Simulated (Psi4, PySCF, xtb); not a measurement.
Two rigid molecules brought together: CH2O2 ··· H4OSi (SMILES O=CO and O[SiH3]). Monomers: optimised at B3LYP-D3(BJ) (def2-TZVP), held rigid. Orientation: a random orientation, not optimised. Only R, the distance of the centres of mass, is varied, so the lowest point isn't the relaxed dimer.

Geometry at R = 4.38 Å (first 5 atoms: monomer A):
```
11

O      0.8116    -0.5388     0.0136
C     -0.4226    -0.0075    -0.0032
O     -0.6693     1.1634    -0.0206
H      1.4495     0.1945     0.0087
H     -1.1692    -0.8117     0.0016
Si    -0.5373     4.5179    -1.4513
O     -0.5463     3.4179    -2.6845
H     -0.6369     3.8556    -0.1269
H     -1.6611     5.4802    -1.5686
H      0.7489     5.2334    -1.5587
H     -1.3105     2.8460    -2.7854
```

Computed with: SCS-MP2/aug-cc-pVDZ = Psi4 with DF-SCS-MP2/aug-cc-pVDZ, frozen core, counterpoise-corrected; PBE-D3(BJ)/def2-TZVP, counterpoise-corrected (Psi4); MP2/aug-cc-pVDZ = DF-MP2/aug-cc-pVDZ, frozen core, counterpoise-corrected in Psi4; RMP2/6-31G* = restricted MP2 (frozen core)/6-31G*, spherical d, no counterpoise correction in PySCF; GFN1-xTB (xtb).

Interaction energies in kJ/mol (negative: bound); R is the distance of the centres of mass, d the O3···H8 distance.

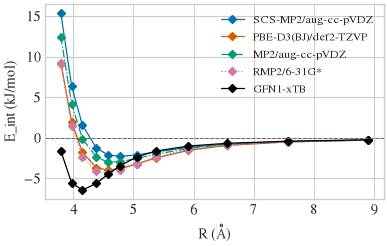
Interaction energy against separation.

```json
[
 {"R / Å": "3.79", "d / Å": "2.17", "SCS-MP2/aug-cc-pVDZ": "15.38", "PBE-D3(BJ)/def2-TZVP": "9.25", "MP2/aug-cc-pVDZ": "12.46", "RMP2/6-31G*": "9.06", "GFN1-xTB": "-1.60"},
 {"R / Å": "3.97", "d / Å": "2.33", "SCS-MP2/aug-cc-pVDZ": "6.34", "PBE-D3(BJ)/def2-TZVP": "1.92", "MP2/aug-cc-pVDZ": "4.16", "RMP2/6-31G*": "1.41", "GFN1-xTB": "-5.59"},
 {"R / Å": "4.15", "d / Å": "2.49", "SCS-MP2/aug-cc-pVDZ": "1.53", "PBE-D3(BJ)/def2-TZVP": "-1.79", "MP2/aug-cc-pVDZ": "-0.11", "RMP2/6-31G*": "-2.34", "GFN1-xTB": "-6.43"},
 {"R / Å": "4.38", "d / Å": "2.69", "SCS-MP2/aug-cc-pVDZ": "-1.26", "PBE-D3(BJ)/def2-TZVP": "-3.67", "MP2/aug-cc-pVDZ": "-2.41", "RMP2/6-31G*": "-4.12", "GFN1-xTB": "-5.62"},
 {"R / Å": "4.57", "d / Å": "2.87", "SCS-MP2/aug-cc-pVDZ": "-2.10", "PBE-D3(BJ)/def2-TZVP": "-4.00", "MP2/aug-cc-pVDZ": "-2.96", "RMP2/6-31G*": "-4.34", "GFN1-xTB": "-4.52"},
 {"R / Å": "4.77", "d / Å": "3.05", "SCS-MP2/aug-cc-pVDZ": "-2.31", "PBE-D3(BJ)/def2-TZVP": "-3.82", "MP2/aug-cc-pVDZ": "-2.95", "RMP2/6-31G*": "-4.02", "GFN1-xTB": "-3.46"},
 {"R / Å": "5.06", "d / Å": "3.33", "SCS-MP2/aug-cc-pVDZ": "-2.11", "PBE-D3(BJ)/def2-TZVP": "-3.20", "MP2/aug-cc-pVDZ": "-2.54", "RMP2/6-31G*": "-3.22", "GFN1-xTB": "-2.35"},
 {"R / Å": "5.37", "d / Å": "3.62", "SCS-MP2/aug-cc-pVDZ": "-1.74", "PBE-D3(BJ)/def2-TZVP": "-2.49", "MP2/aug-cc-pVDZ": "-2.02", "RMP2/6-31G*": "-2.38", "GFN1-xTB": "-1.64"},
 {"R / Å": "5.91", "d / Å": "4.14", "SCS-MP2/aug-cc-pVDZ": "-1.18", "PBE-D3(BJ)/def2-TZVP": "-1.55", "MP2/aug-cc-pVDZ": "-1.33", "RMP2/6-31G*": "-1.41", "GFN1-xTB": "-1.02"},
 {"R / Å": "6.55", "d / Å": "4.76", "SCS-MP2/aug-cc-pVDZ": "-0.78", "PBE-D3(BJ)/def2-TZVP": "-0.94", "MP2/aug-cc-pVDZ": "-0.85", "RMP2/6-31G*": "-0.87", "GFN1-xTB": "-0.69"},
 {"R / Å": "7.57", "d / Å": "5.76", "SCS-MP2/aug-cc-pVDZ": "-0.46", "PBE-D3(BJ)/def2-TZVP": "-0.52", "MP2/aug-cc-pVDZ": "-0.48", "RMP2/6-31G*": "-0.52", "GFN1-xTB": "-0.42"},
 {"R / Å": "8.90", "d / Å": "7.07", "SCS-MP2/aug-cc-pVDZ": "-0.26", "PBE-D3(BJ)/def2-TZVP": "-0.29", "MP2/aug-cc-pVDZ": "-0.27", "RMP2/6-31G*": "-0.31", "GFN1-xTB": "-0.26"}
]
```

Lowest grid point: SCS-MP2/aug-cc-pVDZ -2.31 kJ/mol at R = 4.77 Å; PBE-D3(BJ)/def2-TZVP -4.00 kJ/mol at R = 4.57 Å; MP2/aug-cc-pVDZ -2.96 kJ/mol at R = 4.57 Å; RMP2/6-31G* -4.34 kJ/mol at R = 4.57 Å; GFN1-xTB -6.43 kJ/mol at R = 4.15 Å.
